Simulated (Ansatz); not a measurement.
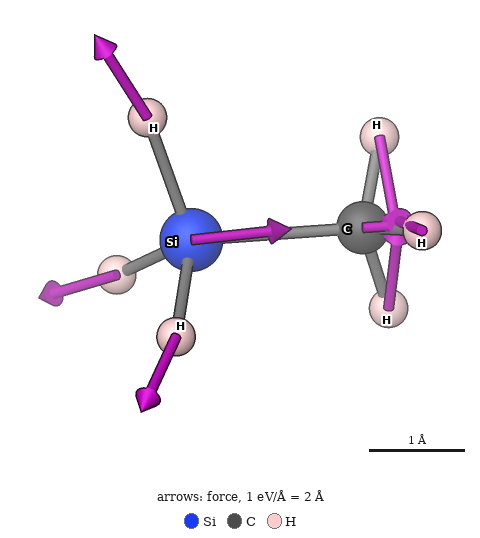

Starting geometry of CH$_{6}$Si with the computed forces as purple arrows. The picture is a ball-and-stick view, seen at a tilt.

The run prepares the start of a later molecular dynamics calculation, from a guessed geometry.

All numbers below come from Ansatz 0.2.0, RKS r2SCANh/6-31G*. Set-up: no spin polarisation; force threshold 0.02 eV/Å; at most 40 steps.

What follows when this structure is relaxed?

Answer. It isn't relaxed: the largest force vector, on H atoms, is 0.59 eV/Å. The final displacements have little in common with the starting forces (cosine between the two patterns 0.22). The energy falls by 1.56 kcal/mol in 5 accepted moves (6 points after the start). Largest force component: 0.58 eV/Å at the start, 0.015 eV/Å at the end. The line search rejected the trial step at point 4 of the run. The largest moves after the best rigid fit, 0.20 Å, are those of H atoms. By element the largest moves are H 0.20 Å, C 0.01 Å. Si stays in place. Some distances before and after: H–Si 1.459 → 1.489 Å, C–H 1.110 → 1.095 Å, C–Si 1.870 → 1.879 Å.
